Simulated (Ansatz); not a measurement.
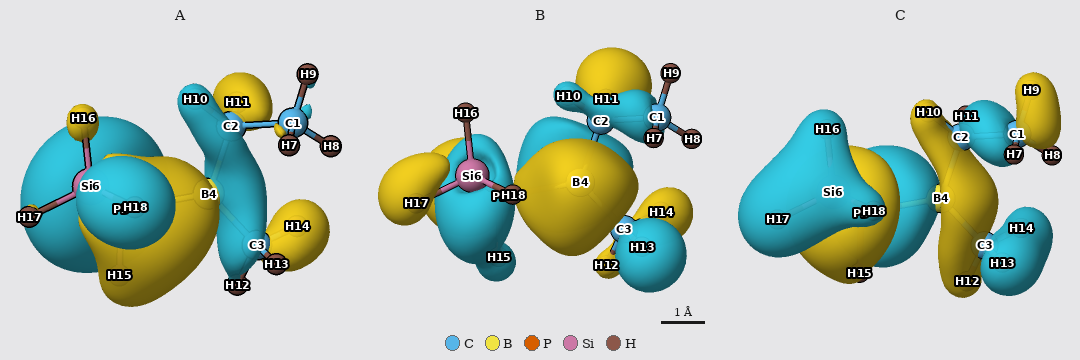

C3H12BPSi. Three frontier orbitals at ±0.06 Å⁻³ᐟ² (yellow and cyan are the two phases), in no order.

Geometry: r2SCAN-D4/def2-SVP.

The calculation used Ansatz, isolated molecule in a Gaussian basis; Kohn-Sham density functional theory, functional PBE0.

```xyz
18

C    -0.4617    2.9450    0.3280
C    -0.0506    1.6081    0.9544
C    -1.0235    0.2277   -1.2034
B     0.0082    0.3719   -0.0275
P     1.2643   -1.0234    0.3334
Si    3.2009    0.1200    0.2753
H     0.2866    3.2894   -0.4045
H    -1.4242    2.8690   -0.2019
H    -0.5651    3.7378    1.0857
H     0.8691    1.7307    1.5534
H    -0.8210    1.3040    1.6972
H    -1.1167   -0.7822   -1.6292
H    -0.6669    0.8882   -2.0191
H    -2.0266    0.6049   -0.9395
H     1.3483   -1.6700   -0.9352
H     3.3916    0.7838    1.5983
H     4.3142   -0.8498    0.0506
H     3.2686    1.1703   -0.7890
```

Q: Which picture is the HOMO−1, the HOMO and the LUMO?

A: C is the HOMO−1 (−8.34 eV). It lies mainly on P5 (about 40 %), Si6 (about 20 %), B4 (about 15 %) and C3 (about 10 %). A is the HOMO (−7.04 eV). By Hirshfeld shares it lies mainly on P5 (about 65 %), B4 (about 10 %) and Si6 (about 10 %). B is the LUMO (−1.02 eV). It lies mainly on B4 (about 40 %), P5 (about 15 %), Si6 (about 10 %), C3 (about 5 %) and C2 (about 5 %).

Q: What is the HOMO–LUMO gap?

A: 6.02 eV between the orbital energies.
